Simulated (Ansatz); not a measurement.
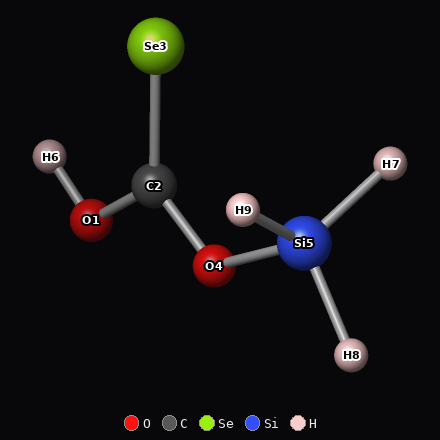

The system is CH4O2SeSi, SMILES OC(=[Se])O[SiH3]; the picture shows the reference structure. 
- The first coordinate is: dihedral O1–C2–O4–Si5; the second: dihedral H6–O1–C2–O4.
- Nothing is relaxed (all other coordinates rigid).
- The grid has 18 × 18 points.
- Points are written as (first, second).
- Energies are in eV, from the lowest grid point.
- Computed with RKS PBE-D4/def2-SVP (Ansatz 0.2.0).

Its coordinates:

```yaml
atoms:
  - { symbol: O, position_ang: [-2.0432, 1.0888, 0.3854] }
  - { symbol: C, position_ang: [-0.7947, 0.6251, 0.4533] }
  - { symbol: Se, position_ang: [0.3742, 1.0297, 1.7844] }
  - { symbol: O, position_ang: [-0.5331, -0.1614, -0.5742] }
  - { symbol: Si, position_ang: [1.0349, -0.9107, -0.7375] }
  - { symbol: H, position_ang: [-2.1593, 1.6592, 1.1753] }
  - { symbol: H, position_ang: [2.0916, 0.1344, -0.8994] }
  - { symbol: H, position_ang: [0.8333, -1.6726, -2.0121] }
  - { symbol: H, position_ang: [1.2846, -1.8388, 0.4077] }
```

Range: dihedral O1–C2–O4–Si5 from −180 to 160°; dihedral H6–O1–C2–O4 from −180 to 160°.

Q: What will the energy surface look like?

A: The lowest grid point is at (−180°, −180°). Higher local minima lie near (−180°, 0°) (0.13 eV above the lowest at that grid point); (0°, −180°) (0.22 eV above the lowest at that grid point). The highest grid point, (−60°, 80°), lies 1.18 eV above the lowest. On the interpolated surface the easiest way out of the lowest well to the well at (0°, −180°) passes a barrier of about 0.41 eV. Round the minimum the two coordinates are weakly coupled (coupling −0.09 in units of the two stiffnesses).

```tsv
dihedral H6–O1–C2–O4 ↓, dihedral O1–C2–O4–Si5 →	−180	−140	−100	−60	−20	20	60	100	140
140	0.23	0.47	0.68	0.66	0.47	0.50	0.65	0.61	0.40
100	0.56	0.82	1.08	1.09	0.87	0.83	1.01	0.99	0.76
60	0.47	0.70	0.99	1.13	1.04	0.87	0.94	0.91	0.69
20	0.18	0.39	0.68	0.88	1.11	0.88	0.77	0.64	0.38
−20	0.18	0.38	0.64	0.77	0.88	1.11	0.88	0.68	0.39
−60	0.47	0.68	0.91	0.94	0.87	1.04	1.13	0.99	0.70
−100	0.56	0.76	0.99	1.01	0.83	0.87	1.09	1.08	0.82
−140	0.23	0.40	0.61	0.65	0.50	0.47	0.66	0.68	0.47
−180	0.00	0.18	0.38	0.39	0.25	0.25	0.39	0.38	0.18
```

The table holds every second grid line.

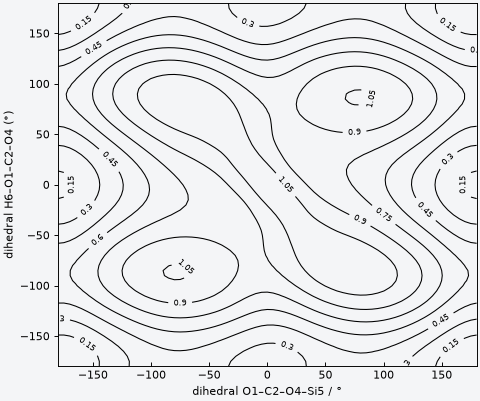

Drawn: contour lines labelled in eV. Between grid points the surface is interpolated.

Each point was launched as `ansatz run input.yaml --threads 1 --pin off --max-ram 2560MiB --backend cpu --events-out ev --progress --plain --runs-dir out`. The whole map (324 points run) took 21 min on 1 thread of Arm Neoverse V2 (shared host).
